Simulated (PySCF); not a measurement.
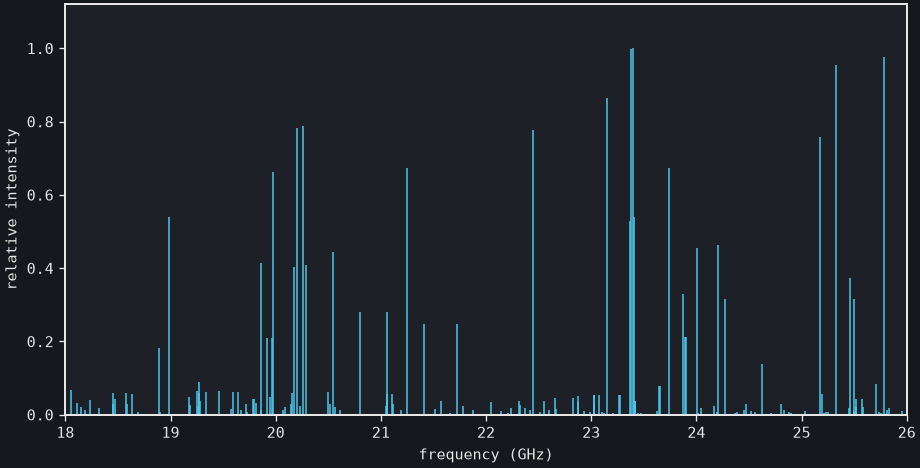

Simulated rotational absorption lines between 18 and 26 GHz at 5 K: rigid rotor with the equilibrium constants and dipole of one optimised conformer (PBE0-D3(BJ)/def2-SVP, PySCF 2.14.0), commonest isotopes; no centrifugal distortion, hyperfine structure, internal rotation or nuclear-spin weights; lines within 1 MHz of each other are summed.

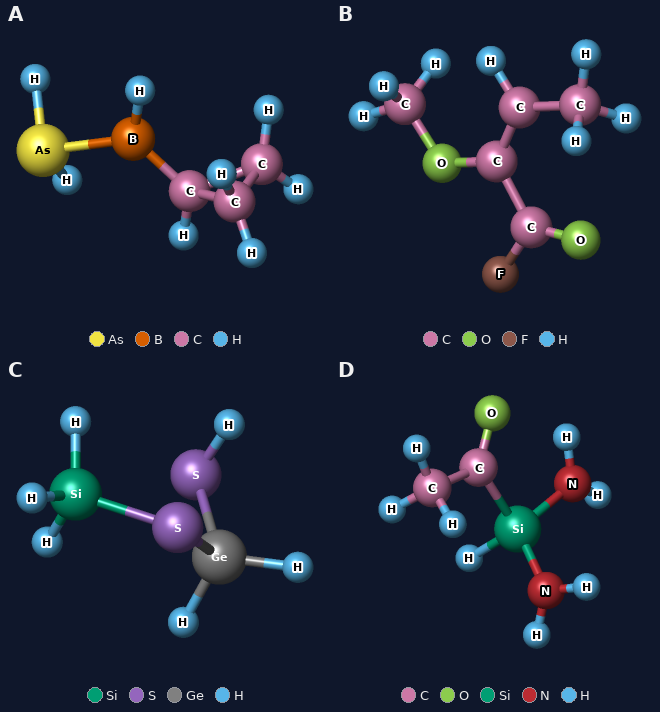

Which molecule gives this spectrum? Choose among the lettered structures.

Structure D, C₂H₈N₂OSi, SMILES CC(=O)[SiH](N)N. Rotational constants A, B, C = 3.791, 2.311, 1.579 GHz, |μa|, |μb|, |μc| = 2.14, 1.64, 0.11 D.

Caveats: coarse grid, loose stop and no frequency check, small forces are noise and the end may be a saddle.
